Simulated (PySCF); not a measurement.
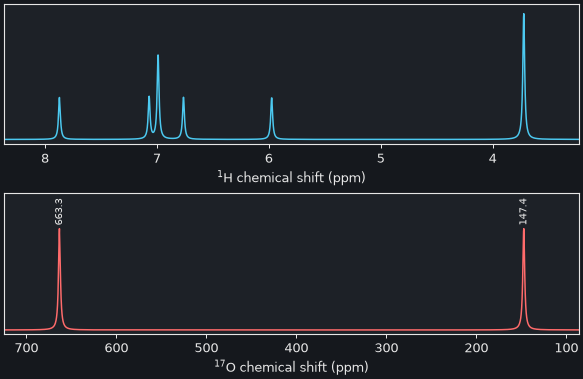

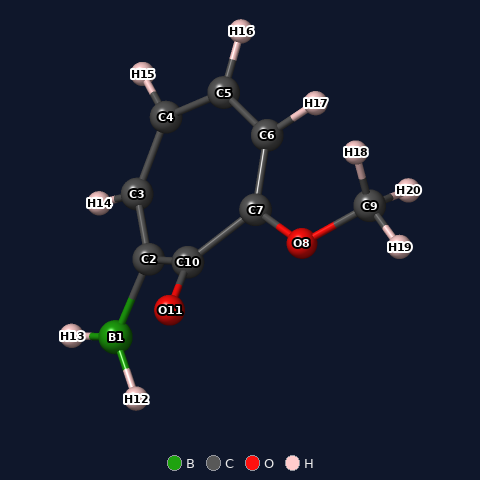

Spectrum and numbered structure of C₈H₉BO₂, SMILES Bc1ccccc(OC)c1=O. GIAO shifts, PBE0/pcSseg-1 in PySCF, at a PBE0-D3(BJ)/def2-SVP geometry (no frequency check), against TMS for ¹H and H₂O for ¹⁷O computed at the same level (¹⁷O: a single water molecule, while the usual scale starts at liquid water and gives values some tens of ppm lower). Gas phase, fully decoupled, line heights follow the number of nuclei, widths are arbitrary (no quadrupolar broadening); values of one conformer, averaged over nuclei that symmetry or rotation about single bonds exchange, these motions taken as fast; other conformers aren't averaged in.

**Which ¹H nuclei are the least shielded, and which the most?**

Least shielded: H14 at 7.87 ppm. Most shielded: H18, H19 and H20 at 3.72 ppm.

**Assign the ¹⁷O signals to the numbered atoms.**

```csv
δ (ppm),nuclei,atoms
663.3,1,O11
147.4,1,O8
```
